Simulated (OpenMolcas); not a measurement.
CH7NOSi: single-point calculation (part 2 of 2)

CH7NOSi, SMILES OCN[SiH3]; HF/ANO-RCC-MB, RHF, DKH2 (OpenMolcas 26.06). The geometry comes from this level: PBE0-D4/def2-TZVP.

Geometry of the input (Å):
```
O  -1.2080  1.8085  -0.6684
C  -0.0098  1.1978  -0.2606
N  0.0215  -0.2043  -0.5522
Si 0.4725  -1.4259  0.5712
H  -1.9307  1.2911  -0.2993
H  0.7769  1.7531  -0.7813
H  0.1508  1.3206  0.8204
H  0.0332  -0.4105  -1.5397
H  -0.2127  -1.1405  1.8601
H  1.9344  -1.5155  0.8581
H  0.0371  -2.7316  0.0127
```

What the program printed, continued:
```
 *****************************************************************************************************************************
 *                                             SCF/KS-DFT Program, Final results                                             *
 *                                                       Final Results                                                       *
 *****************************************************************************************************************************

::    Total SCF energy                               -460.5956855908
      One-electron energy                            -977.8137871624
      Two-electron energy                             343.4899412265
      Nuclear repulsion energy                        173.7281603451
      Kinetic energy (interpolated)                   465.3272392293
      Virial theorem                                    0.9898317716
      Total spin, S(S+1)                                0.0000000000
      Total spin, S                                     0.0000000000
      Max non-diagonal density matrix element           0.0000022863
      Max non-diagonal Fock matrix element              0.0000003339

      No orbitals printed

++    Molecular charges:
      ------------------

      Mulliken charges per centre
      ---------------------------

                O1      C2      N3      SI4     H5      H6      H7      H8      H9      H10     H11
      Total    8.5781  6.0326  7.6373 13.4367  0.6441  0.8342  0.8547  0.7639  1.0721  1.0829  1.0635

      N-E     -0.5781 -0.0326 -0.6373  0.5633  0.3559  0.1658  0.1453  0.2361 -0.0721 -0.0829 -0.0635

      Total electronic charge=   42.000000

      Total            charge=   -0.000000
--

++    Static properties:
      ------------------

      LoProp Charges per center

                   O1       C2       N3       SI4      H5       H6       H7       H8       H9       H10
      Nuclear      8.0000   6.0000   7.0000  14.0000   1.0000   1.0000   1.0000   1.0000   1.0000   1.0000
      Electronic  -8.4330  -5.9636  -7.4511 -13.5443  -0.7414  -0.9035  -0.9153  -0.8303  -1.0708  -1.0839

      Total       -0.4330   0.0364  -0.4511   0.4557   0.2586   0.0965   0.0847   0.1697  -0.0708  -0.0839

                   H11
      Nuclear      1.0000
      Electronic  -1.0627

      Total       -0.0627
--

++    Natural Bond Order analysis
      ---------------------------
      Based on LoProp computed density
      -------------------------------------------------------------------------------------
      Atom A       Atom B       Bond Order
      -------------------------------------------------------------------------------------
      NBO located      0.999 non-bonded electrons on atom O1
      NBO located      0.997 non-bonded electrons on atom C2
      NBO located      0.998 non-bonded electrons on atom N3
      NBO located      1.003 non-bonded electrons on atom SI4
      NBO located      1.000 non-bonded electrons on atom SI4
      NBO located      0.999 non-bonded electrons on atom SI4
      NBO located      0.999 non-bonded electrons on atom SI4
      NBO located      0.999 non-bonded electrons on atom SI4
      The remaining   15.891 electrons are to be considered as diffuse
--

++    Molecular properties:
      ---------------------

      Charge (e):
                      =   -0.0000
      Dipole Moment (debye):
      Origin of the operator (angstrom)=   -0.0665   -0.0116   -0.0601
                   X=  4.9022E-01               Y= -1.4977E+00               Z=  4.3229E-01           Total=  1.6341E+00
      Quadrupole Moment (debye*angstrom):
      Origin of the operator (angstrom)=   -0.0665   -0.0116   -0.0601
                  XX= -3.7829E+01              XY=  2.7035E+00              XZ= -2.0940E+00              YY= -4.4013E+01
                  YZ=  3.0864E+00              ZZ= -3.8013E+01
      In traceless form (debye*angstrom)
                  XX=  3.1841E+00              XY=  4.0552E+00              XZ= -3.1409E+00              YY= -6.0918E+00
                  YZ=  4.6297E+00              ZZ=  2.9077E+00
--

--- Stop Module: scf /rc=_RC_ALL_IS_WELL_ ---

--- Start Module: localisation ---

                                           &LOCALISATION

                       available to each process: 1.9 GB of memory, 1 thread

 Header from vector file:

* SCF orbitals

 Pipek-Mezey localisation
 Convergence threshold:   1.0000E-06 (functional)
 Convergence threshold:   1.0000E-02 (gradient)
 Screening threshold  :   1.0000E-10 (orbital rotations)
 Frozen orbitals      :      5
 Orbitals to localise :     16

 CPU  time for localisation procedure:      0.00 seconds

++    Molecular orbitals:
      -------------------

      Title: Final localised MO's

      Molecular orbitals for symmetry species 1: a

      Basis set list:
        1 O1     1s                  9 C2     2py                17 SI4    2s                 25 H5     1s
        2 O1     2s                 10 C2     2pz                18 SI4    3s                 26 H6     1s
        3 O1     2px                11 N3     1s                 19 SI4    2px                27 H7     1s
        4 O1     2py                12 N3     2s                 20 SI4    3px                28 H8     1s
        5 O1     2pz                13 N3     2px                21 SI4    2py                29 H9     1s
        6 C2     1s                 14 N3     2py                22 SI4    3py                30 H10    1s
        7 C2     2s                 15 N3     2pz                23 SI4    2pz                31 H11    1s
        8 C2     2px                16 SI4    1s                 24 SI4    3pz

  Index Energy  Occupation Coefficients ...

    1  -69.1020    2.0000         16 SI4    1s     ( 1.000),

    2  -20.5420    2.0000          1 O1     1s     ( 1.000),

    3  -15.5070    2.0000         11 N3     1s     ( 1.000),

    4  -11.4330    2.0000          6 C2     1s     ( 1.000),

    5   -6.3027    2.0000         17 SI4    2s     ( 1.000),

    6    0.0000    2.0000         19 SI4    2px    (-0.573),    21 SI4    2py    (-0.691),    23 SI4    2pz    (-0.442),

    7    0.0000    2.0000         21 SI4    2py    (-0.687),    23 SI4    2pz    ( 0.651),

    8    0.0000    2.0000         19 SI4    2px    ( 0.752),    23 SI4    2pz    (-0.619),

    9    0.0000    2.0000          2 O1     2s     ( 0.860),     4 O1     2py    ( 0.449),

   10    0.0000    2.0000         12 N3     2s     (-0.388),    15 N3     2pz    ( 0.527),    28 H8     1s     (-0.479),

   11    0.0000    2.0000          7 C2     2s     ( 0.340),    10 C2     2pz    ( 0.528),    27 H7     1s     ( 0.508),

   12    0.0000    2.0000         18 SI4    3s     (-0.316),    22 SI4    3py    ( 0.368),    31 H11    1s     (-0.582),

   13    0.0000    2.0000          2 O1     2s     (-0.274),     3 O1     2px    (-0.491),     4 O1     2py    ( 0.326),     7 C2     2s     (-0.256),
                                   8 C2     2px    ( 0.383),

   14    0.0000    2.0000          2 O1     2s     (-0.284),     3 O1     2px    ( 0.431),     4 O1     2py    ( 0.395),     5 O1     2pz    (-0.287),
                                  25 H5     1s     (-0.431),

   15    0.0000    2.0000          7 C2     2s     (-0.337),     8 C2     2px    (-0.391),     9 C2     2py    (-0.256),    10 C2     2pz    ( 0.269),
                                  26 H6     1s     (-0.491),

   16    0.0000    2.0000         12 N3     2s     (-0.533),    14 N3     2py    ( 0.353),    15 N3     2pz    (-0.359),

   17    0.0000    2.0000         18 SI4    3s     (-0.325),    20 SI4    3px    (-0.406),    30 H10    1s     (-0.588),

   18    0.0000    2.0000         18 SI4    3s     (-0.317),    24 SI4    3pz    (-0.359),    29 H9     1s     (-0.586),

   19    0.0000    2.0000          7 C2     2s     (-0.303),     9 C2     2py    ( 0.451),    12 N3     2s     (-0.368),    14 N3     2py    (-0.494),

   20    0.0000    2.0000          4 O1     2py    ( 0.597),     5 O1     2pz    ( 0.799),

   21    0.0000    2.0000         13 N3     2px    (-0.934),

   22    0.2711    0.0000         12 N3     2s     (-0.920),    22 SI4    3py    ( 0.871),    24 SI4    3pz    (-0.703),

   23    0.3358    0.0000         22 SI4    3py    ( 0.796),    24 SI4    3pz    ( 0.907),    29 H9     1s     (-0.725),    31 H11    1s     ( 0.989),

   24    0.3542    0.0000         18 SI4    3s     (-1.355),    29 H9     1s     ( 0.867),    30 H10    1s     ( 0.758),

   25    0.3613    0.0000         20 SI4    3px    ( 1.257),    30 H10    1s     (-1.010),

   26    0.4366    0.0000          2 O1     2s     (-0.882),     4 O1     2py    ( 0.488),     8 C2     2px    (-0.688),    25 H5     1s     ( 0.775),

   27    0.5155    0.0000          8 C2     2px    (-0.564),    10 C2     2pz    ( 0.752),    12 N3     2s     (-0.429),    15 N3     2pz    ( 0.417),
                                  26 H6     1s     ( 0.820),    27 H7     1s     (-0.790),    28 H8     1s     ( 0.732),

   28    0.5596    0.0000          7 C2     2s     (-0.910),     8 C2     2px    (-0.644),     9 C2     2py    (-0.487),    25 H5     1s     (-0.465),
                                  26 H6     1s     ( 0.911),    27 H7     1s     ( 0.916),

   29    0.5814    0.0000          3 O1     2px    ( 0.910),     7 C2     2s     (-0.798),    25 H5     1s     ( 0.849),

   30    0.6163    0.0000          7 C2     2s     (-0.927),     9 C2     2py    ( 0.615),    10 C2     2pz    ( 0.564),    12 N3     2s     ( 0.522),
                                  14 N3     2py    ( 0.960),

   31    0.6829    0.0000          9 C2     2py    ( 0.597),    10 C2     2pz    (-0.561),    15 N3     2pz    ( 0.883),    27 H7     1s     ( 0.500),
                                  28 H8     1s     ( 0.909),

--

--- Stop Module: localisation /rc=_RC_ALL_IS_WELL_ ---

--- Start Module: localisation ---

                                           &LOCALISATION

                       available to each process: 1.9 GB of memory, 1 thread

 Header from vector file:

*Localised orbitals

 Pipek-Mezey localisation
 Convergence threshold:   1.0000E-06 (functional)
 Convergence threshold:   1.0000E-02 (gradient)
 Screening threshold  :   1.0000E-10 (orbital rotations)
 Frozen orbitals      :     21
 Orbitals to localise :     10

 CPU  time for localisation procedure:      0.00 seconds

++    Molecular orbitals:
      -------------------

      Title: Final localised MO's

      Molecular orbitals for symmetry species 1: a

      Basis set list:
        1 O1     1s                  9 C2     2py                17 SI4    2s                 25 H5     1s
        2 O1     2s                 10 C2     2pz                18 SI4    3s                 26 H6     1s
        3 O1     2px                11 N3     1s                 19 SI4    2px                27 H7     1s
        4 O1     2py                12 N3     2s                 20 SI4    3px                28 H8     1s
        5 O1     2pz                13 N3     2px                21 SI4    2py                29 H9     1s
        6 C2     1s                 14 N3     2py                22 SI4    3py                30 H10    1s
        7 C2     2s                 15 N3     2pz                23 SI4    2pz                31 H11    1s
        8 C2     2px                16 SI4    1s                 24 SI4    3pz

  Index Energy  Occupation Coefficients ...

    1  -69.1020    2.0000         16 SI4    1s     ( 1.000),

    2  -20.5420    2.0000          1 O1     1s     ( 1.000),

    3  -15.5070    2.0000         11 N3     1s     ( 1.000),

    4  -11.4330    2.0000          6 C2     1s     ( 1.000),

    5   -6.3027    2.0000         17 SI4    2s     ( 1.000),

    6    0.0000    2.0000         19 SI4    2px    (-0.573),    21 SI4    2py    (-0.691),    23 SI4    2pz    (-0.442),

    7    0.0000    2.0000         21 SI4    2py    (-0.687),    23 SI4    2pz    ( 0.651),

    8    0.0000    2.0000         19 SI4    2px    ( 0.752),    23 SI4    2pz    (-0.619),

    9    0.0000    2.0000          2 O1     2s     ( 0.860),     4 O1     2py    ( 0.449),

   10    0.0000    2.0000         12 N3     2s     (-0.388),    15 N3     2pz    ( 0.527),    28 H8     1s     (-0.479),

   11    0.0000    2.0000          7 C2     2s     ( 0.340),    10 C2     2pz    ( 0.528),    27 H7     1s     ( 0.508),

   12    0.0000    2.0000         18 SI4    3s     (-0.316),    22 SI4    3py    ( 0.368),    31 H11    1s     (-0.582),

   13    0.0000    2.0000          2 O1     2s     (-0.274),     3 O1     2px    (-0.491),     4 O1     2py    ( 0.326),     7 C2     2s     (-0.256),
                                   8 C2     2px    ( 0.383),

   14    0.0000    2.0000          2 O1     2s     (-0.284),     3 O1     2px    ( 0.431),     4 O1     2py    ( 0.395),     5 O1     2pz    (-0.287),
                                  25 H5     1s     (-0.431),

   15    0.0000    2.0000          7 C2     2s     (-0.337),     8 C2     2px    (-0.391),     9 C2     2py    (-0.256),    10 C2     2pz    ( 0.269),
                                  26 H6     1s     (-0.491),

   16    0.0000    2.0000         12 N3     2s     (-0.533),    14 N3     2py    ( 0.353),    15 N3     2pz    (-0.359),

   17    0.0000    2.0000         18 SI4    3s     (-0.325),    20 SI4    3px    (-0.406),    30 H10    1s     (-0.588),

   18    0.0000    2.0000         18 SI4    3s     (-0.317),    24 SI4    3pz    (-0.359),    29 H9     1s     (-0.586),

   19    0.0000    2.0000          7 C2     2s     (-0.303),     9 C2     2py    ( 0.451),    12 N3     2s     (-0.368),    14 N3     2py    (-0.494),

   20    0.0000    2.0000          4 O1     2py    ( 0.597),     5 O1     2pz    ( 0.799),

   21    0.0000    2.0000         13 N3     2px    (-0.934),

   22    0.0000    0.0000         12 N3     2s     (-0.742),    14 N3     2py    ( 0.554),    15 N3     2pz    (-0.523),    18 SI4    3s     ( 0.643),
                                  22 SI4    3py    ( 0.818),    24 SI4    3pz    (-0.744),

   23    0.0000    0.0000         18 SI4    3s     ( 0.758),    22 SI4    3py    (-0.956),    31 H11    1s     (-1.293),

   24    0.0000    0.0000         18 SI4    3s     (-0.761),    24 SI4    3pz    (-0.931),    29 H9     1s     ( 1.283),

   25    0.0000    0.0000         18 SI4    3s     ( 0.748),    20 SI4    3px    ( 1.084),    30 H10    1s     (-1.272),

   26    0.0000    0.0000          2 O1     2s     (-0.639),     3 O1     2px    (-0.755),     7 C2     2s     ( 0.717),     8 C2     2px    (-0.883),

   27    0.0000    0.0000          7 C2     2s     ( 0.840),    10 C2     2pz    ( 1.030),    27 H7     1s     (-1.379),

   28    0.0000    0.0000          7 C2     2s     (-0.848),     8 C2     2px    (-0.752),    26 H6     1s     ( 1.381),

   29    0.0000    0.0000          2 O1     2s     (-0.666),     3 O1     2px    ( 0.714),    25 H5     1s     ( 1.294),

   30    0.0000    0.0000          7 C2     2s     ( 0.798),     9 C2     2py    (-1.000),    12 N3     2s     (-0.755),    14 N3     2py    (-0.929),

   31    0.0000    0.0000         12 N3     2s     (-0.751),    15 N3     2pz    ( 0.945),    28 H8     1s     ( 1.342),

--

--- Stop Module: localisation /rc=_RC_ALL_IS_WELL_ ---

.##################.
.# Happy landing! #.
.##################.

    Timing: Wall=2.80 User=2.36 System=0.42
```

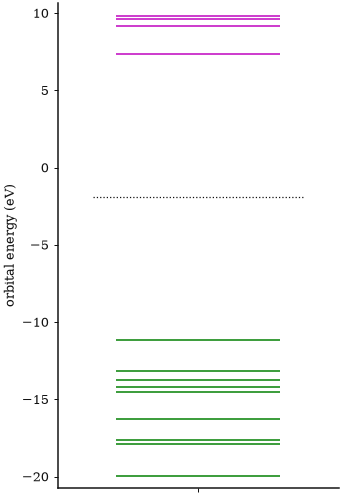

Orbital energies near the frontier; the dotted line parts filled from empty levels, and levels within 0.02 eV of each other stand side by side. Highest filled −11.17 eV, lowest empty 7.38 eV, 18.55 eV apart.

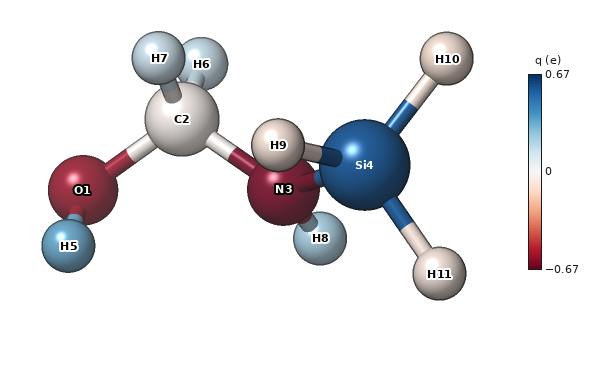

Mulliken charges, as the colour of each atom (ball-and-stick view, seen at a tilt; atoms are numbered from 1 in the order of the input). By element: O −0.58, C −0.03, N −0.64, Si +0.56 and H −0.08 to +0.36 e.

Key numbers:

| quantity | value |
| --- | --- |
| outcome | converged |
| total energy | −460.595686 hartree |
| basis functions | 31 |
| HOMO | −11.17 eV |
| LUMO | 7.38 eV |
| dipole moment | 1.63 debye |
| wall time | 3 s |
| peak memory | 0.38 GiB |
